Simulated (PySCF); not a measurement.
## Electronic structure of SO$_{2}$···C$_{2}$H$_{2}$ in real space

Input file:

```
{"job": {"kind": "inter", "xc": "wB97M-D3(BJ)", "basis": "def2-TZVPD", "pairs": false}, "charge": 0, "multiplicity": 1, "parts": [{"atoms": "0-2", "charge": 0, "multiplicity": 1}, {"atoms": "3-6", "charge": 0, "multiplicity": 1}]}
O      0.974973    -0.215660     0.233116
S     -0.006341    -0.006990    -0.829170
O     -1.404394    -0.293399    -0.516344
C      1.124480    -2.670761    -2.085327
C      0.003921    -2.692113    -2.541062
H      2.116638    -2.655070    -1.672612
H     -0.994047    -2.713502    -2.939040
```

Command:

```sh
OMP_NUM_THREADS=1 python cluster_run.py task.json out
```

Geometry: PBE0-D3(BJ)/def2-SVPD.

The calculation used wB97M-D3(BJ)/def2-TZVPD, SCF density, gas phase (PySCF).

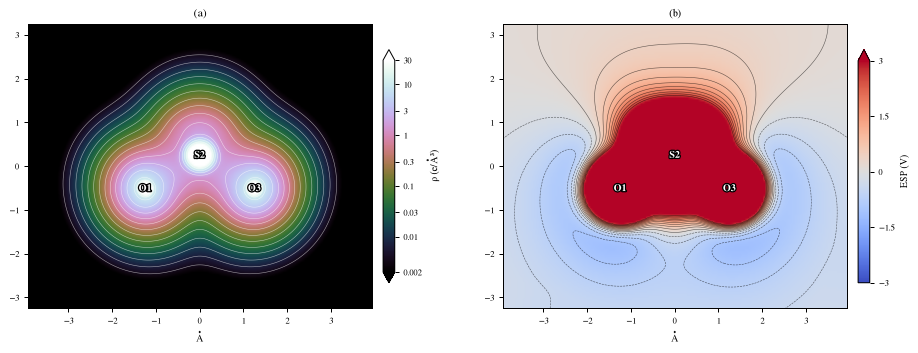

Figure 1. (a) electron density; (b) molecular electrostatic potential on the plane of atoms O1, S2 and O3.

Question: Interpret the plot.

Answer: The plane passes through O and S nuclei. S–O (1.46 Å): ρ is about 2.3 e/Å³ halfway. Outside the dense part of the complex the potential is most negative (−1.2 V) near O3.

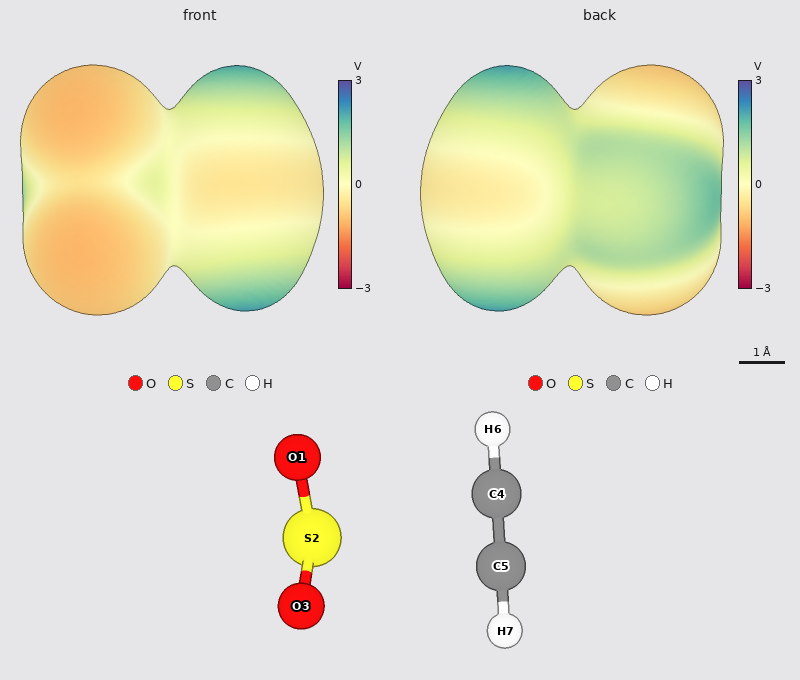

Figure 2. The molecular electrostatic potential painted on the density surface at 0.002 e/bohr³, seen from the front and from behind; red is negative and blue positive. The bare structure is drawn below in the same view.

Question: Where is the surface potential most negative and most positive?

Answer: The most negative region (about −1.1 V, or −25 kcal/mol for a unit charge) lies over O1 and O3, the most positive (about +2.1 V, or +48 kcal/mol for a unit charge) over H6 and H7.

Question: What dipole moment does the calculation give?

Answer: Its dipole moment is 2.14 D.

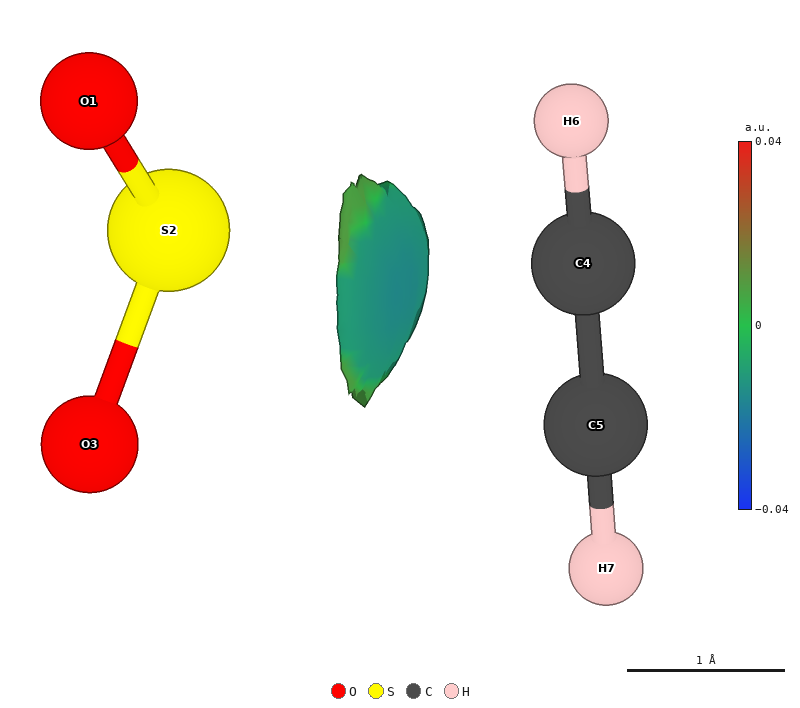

Figure 3. Non-covalent interaction (NCI) plot: the surface where the reduced density gradient is 0.5, for densities under 0.05 a.u., coloured by sign(λ₂)ρ; seen at a tilt.

Question: Which non-covalent interactions does the plot reveal?

Answer: Between C4 and C5 on one side and S2 on the other: a weakly attractive contact (blue-green).
